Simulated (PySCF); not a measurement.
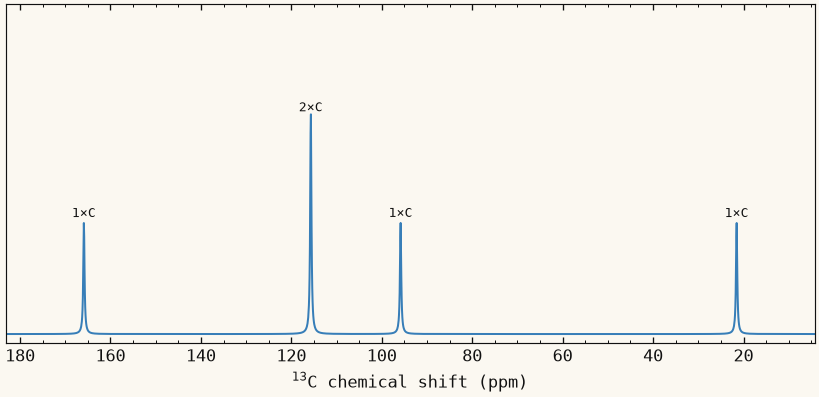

GIAO shifts, PBE0/pcSseg-1 with PySCF, at a GFN2-xTB geometry (no frequency check), against TMS for ¹³C computed at the same level. Gas phase, fully decoupled, line heights follow the number of nuclei, widths are arbitrary (no quadrupolar broadening); values of one conformer, averaged over methyl-type rotors and exact or near symmetry; other conformers aren't averaged in.

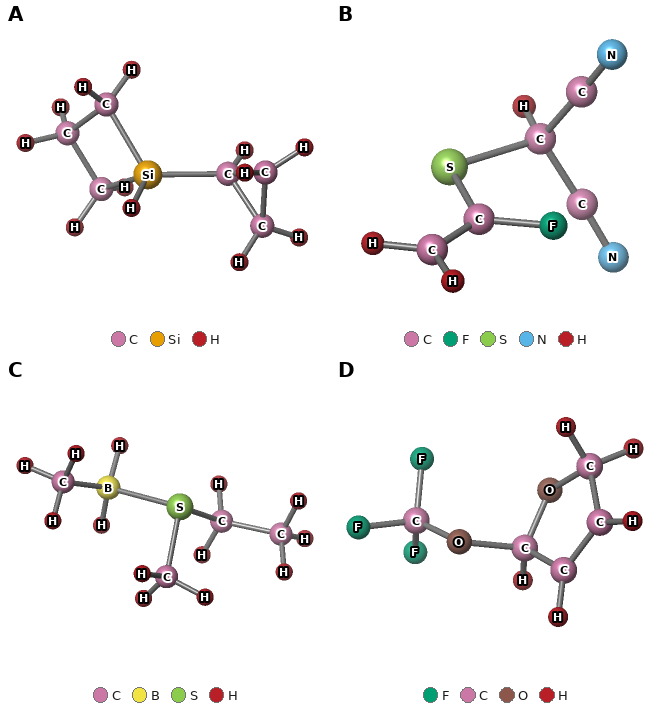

Which molecule was computed? Choose among the lettered structures.

Structure B, C₅H₃FN₂S, SMILES C=C(F)SC(C#N)C#N. Its ¹³C signals: 165.9 (1 C), 115.7 (2 C), 95.8 (1 C), 21.5 (1 C) ppm.

Caveats: the tight-binding geometry is rougher than a DFT one and adds to the error.
